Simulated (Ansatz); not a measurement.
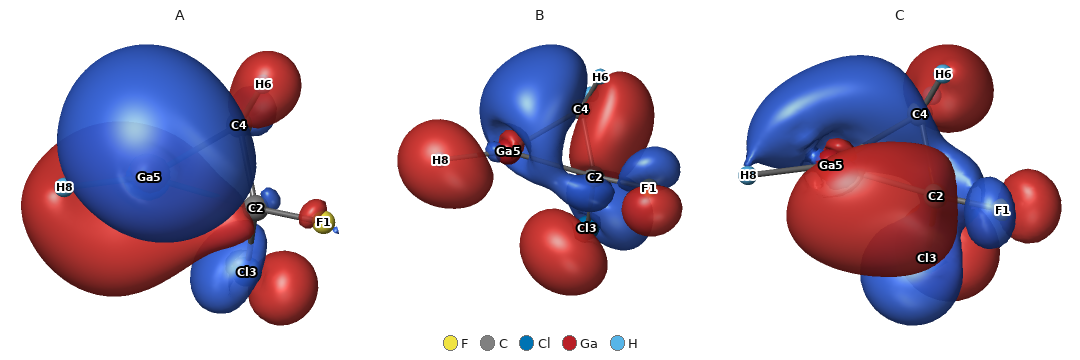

Figure. C₂H₃ClFGa. Three frontier orbitals at ±0.08 Å⁻³ᐟ² (red and blue are the two phases), in no order.

Geometry: PBE0-D4/def2-TZVP.

Level of theory: Ansatz, RKS PBE0-D4/def2-TZVPP.

```xyz
8

F     1.1252    0.1951    1.7156
C     0.6382   -0.1668    0.5076
Cl    1.9831   -0.7139   -0.5506
C    -0.2193    0.8438   -0.2380
Ga   -0.9465   -0.9835   -0.2845
H    -0.8162    1.4209    0.4744
H     0.2256    1.4717   -1.0072
H    -1.8980   -2.1245   -0.6730
```

> Which picture is the HOMO−1, the HOMO and the LUMO?

B is the HOMO−1 (−8.05 eV). Its weight (Hirshfeld) is mainly on C4 (about 35 %), Cl3 (about 20 %), Ga5 (about 15 %), C2 (about 10 %), F1 (about 10 %) and H8 (about 5 %). C is the HOMO (−6.36 eV). Its weight (Hirshfeld) is mainly on Ga5 (about 30 %), C2 (about 25 %), C4 (about 15 %), Cl3 (about 15 %) and F1 (about 10 %). A is the LUMO (−1.81 eV). Its weight (Hirshfeld) is mainly on Ga5 (about 75 %), Cl3 (about 5 %) and H8 (about 5 %).

> What is the HOMO–LUMO gap?

4.55 eV between the orbital energies.
